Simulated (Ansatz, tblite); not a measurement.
# The cluster Sn₂O₄+: rung by rung

How do method and basis change the picture of the cluster Sn₂O₄+ (doublet)?

The runs use Ansatz 0.2.0, Gaussian basis; as each input shows.

Plan: GFN1-xTB, GFN2-xTB, PBE-D4/def2-TZVP, r2SCAN-D4/def2-TZVP, ωB97X-V/def2-TZVP, B3LYP-D4/def2-TZVP, PBE-D4/def2-SVP, PBE0-D4/def2-SVP, CCSD(T)/def2-SVP, MP2/def2-TZVP, RPA/def2-TZVP.

4 further runs of the same task are left out: 4 set aside as unsound or not needed. Runs told in other sessions of the task aren't counted.

### 1 The structure

The doublet was relaxed beforehand with PBE-D4/def2-SVP. At that level it is the lowest of the isomers that a small search found.

6 atoms, charge 1, spin multiplicity 2.

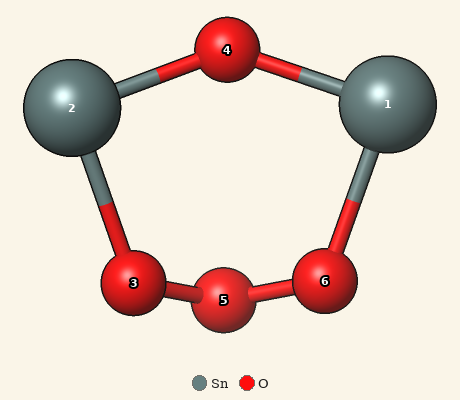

The structure; tin teal, oxygen red; atoms are numbered from 1 in the order of the file.

Sn takes a core potential in the def2 sets. No spin-orbit coupling is included. The ion is computed in the gas phase, without counter-ions or solvent.

PBE0-D4/def2-TZVP was run before; its log isn't repeated, and its numbers join the tables.

### 2 GFN1-xTB

Tight binding, by tblite at 300 K electronic temperature and without a spin-polarisation term:

```python
tblite.interface.Calculator('GFN1-xTB', numbers, positions, charge=1, uhf=1).singlepoint()
```

Energy -631.0213 eV; 0.004 s.

### 3 GFN2-xTB

Tight binding, by tblite at 300 K electronic temperature and without a spin-polarisation term:

```python
tblite.interface.Calculator('GFN2-xTB', numbers, positions, charge=1, uhf=1).singlepoint()
```

Energy -543.3624 eV; 0.004 s.

### 4 PBE-D4/def2-TZVP

start.molden holds the orbitals of an earlier run on this state, given as this run's starting guess.

File in.yaml:

```yaml
crystal:
  periodic: [false, false, false]
  atoms:
    - {symbol: Sn, position_ang: [1.857708, 0.445751, 0.951357]}
    - {symbol: Sn, position_ang: [-0.576879, 0.842495, -1.874398]}
    - {symbol: O, position_ang: [-1.553865, -0.279131, -0.208632]}
    - {symbol: O, position_ang: [1.181983, 0.639434, -0.928753]}
    - {symbol: O, position_ang: [-0.831464, -1.125343, 0.557597]}
    - {symbol: O, position_ang: [-0.077473, -0.523215, 1.502819]}
basis:
  gaussian: {orbitals: def2-TZVP, initial_orbitals: start.molden}
total_charge: 1
magnetization: {spin_polarized: true, initial_magnetization: 1}
hamiltonian: {xc: pbe, dispersion: d4}
scf: {omitted_lower_state_checks: [starts]}
output: {forces: true, orbitals: {seedname: orbitals}}
```

Started as:

```console
ansatz run in.yaml --threads 4 --pin off --events-out ev --progress --plain --max-ram 4787MiB
```

The runs that follow: r2SCAN-D4/def2-TZVP; ωB97X-V/def2-TZVP; B3LYP-D4/def2-TZVP; PBE-D4/def2-SVP; PBE0-D4/def2-SVP; CCSD(T)/def2-SVP; MP2/def2-TZVP; RPA/def2-TZVP.

Before running them: what should the planned runs give, taken together? Wanted: gap in def2-TZVP, named functionals, smallest and largest; correlation energy, CCSD(T)/def2-SVP; correlation energy, MP2/def2-TZVP; ⟨S²⟩ in def2-TZVP, named functionals, smallest and largest; PBE0 total energy, smallest basis above largest.

As calculated:

| quantity | value |
| --- | --- |
| gap in def2-TZVP, named functionals, smallest and largest | 1.07 eV (PBE-D4), 8.25 eV (ωB97X-V) |
| correlation energy, CCSD(T)/def2-SVP | -26.21 eV |
| correlation energy, MP2/def2-TZVP | -41.29 eV |
| ⟨S²⟩ in def2-TZVP, named functionals, smallest and largest | 0.753, 0.757 |
| PBE0 total energy, smallest basis above largest | 10.55 eV (def2-SVP, def2-TZVP) |

**Reading.** Orbital gaps of the named functionals in def2-TZVP span 1.07 eV (PBE-D4) to 8.25 eV (ωB97X-V); exact exchange widens it. Over the named functionals in def2-TZVP spin contamination reaches 0.01 (PBE0-D4), which is small.
